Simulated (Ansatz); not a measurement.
A computed series for AlN: pressure series

The reference is AlN in the wurtzite structure (space group P6_3mc, No. 186).

```
AlN
1.0
    3.13030     0.00000     0.00000
   -1.56515     2.71092     0.00000
    0.00000     0.00000     5.01801
Al N
2 2
Direct
  0.66667   0.33333   0.00337
  0.33333   0.66667   0.50337
  0.66667   0.33333   0.62183
  0.33333   0.66667   0.12183
```

Cell and atoms are relaxed at each pressure.

The values are results of Ansatz (a quantum-chemistry and plane-wave program), PBE, PAW, cutoff 420 eV, without spin-orbit coupling, not measurements.

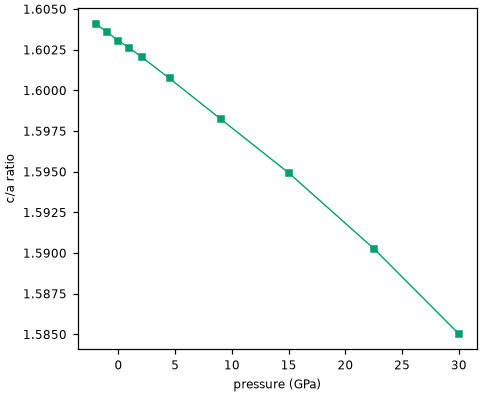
Fig. 1. c/a ratio against pressure

Problem. From the plot, what is the c/a ratio for pressure 30 GPa?

Solution. About 1.585.

Problem. Is the trend monotonic over the range shown?

Solution. Yes, it falls throughout, spanning 1.585 to 1.604.

Load acts through the strain it causes; cell and atoms are relaxed under it. Stability against distortions was not tested. Measured, AlN leaves this structure (for rock salt) near 14 GPa (temperature not stated; as listed in Datta, Sujoy, Jana, Debnarayan, arXiv (2020)), on rising pressure, with hysteresis.
